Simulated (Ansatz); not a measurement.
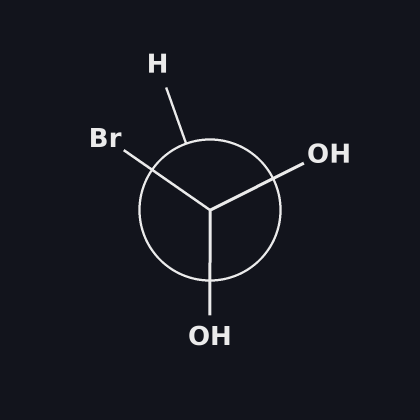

A Newman projection along the Sn–O bond, tin in front; angles are drawn as computed, but eclipsed bonds slightly apart. The geometry was computed by an optimisation with PBE-D4/def2-SVP. No frequency run is at hand to confirm it as a minimum.

Which molecule is it?

Answer. BrH3O3Sn, [OH][Sn]([OH])([OH])[Br]

What is the torsion angle from the front Br to the back H? The sign is positive where the front bond must turn clockwise to cover the back bond.

Answer. 36°, synclinal (gauche).
